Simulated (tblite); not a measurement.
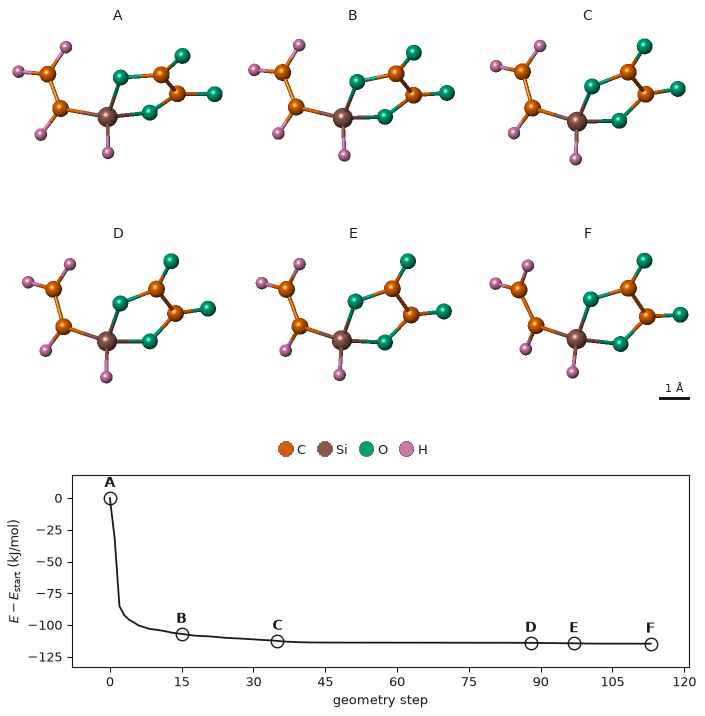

Frames of a relaxation of C$_{4}$H$_{4}$O$_{4}$Si, marked on the history of the run. Style: ball-and-stick. Shown at a tilt.

These are results of GFN2-xTB geometry optimisation, gas phase (tblite), not measurements. 

Q: What happens along the run?

A: Over 113 geometry steps the energy falls by 114.7 kJ/mol. An H atom moves most after the best rigid fit: 0.84 Å. Largest moves by element: H 0.84 Å, O 0.72 Å, C 0.25 Å, Si 0.21 Å. Some distances before and after: C–C 1.421 → 1.543 Å, O–Si 1.762 → 1.664 Å, C–O 1.281 → 1.190 Å, O–Si 1.738 → 1.666 Å. Bond angles that change, for instance: Si–O–C 104.1° → 113.5°, Si–O–C 104.8° → 113.5°, C–Si–H 114.5° → 121.8°. Groups turn about C–Si by about 35°, O–Si by about 25°, O–Si by about 25°. From step 0 to 15: an O atom moves most (0.24 Å), energy −107.0 kJ/mol. From step 15 to 35: an O atom moves most (0.34 Å), energy −5.52 kJ/mol. From step 35 to 88: an H atom moves most (0.24 Å), energy −1.51 kJ/mol. From step 88 to 97: H atoms move most (0.25 Å), energy −0.35 kJ/mol. From step 97 to 113: an H atom moves most (0.30 Å), energy −0.30 kJ/mol.
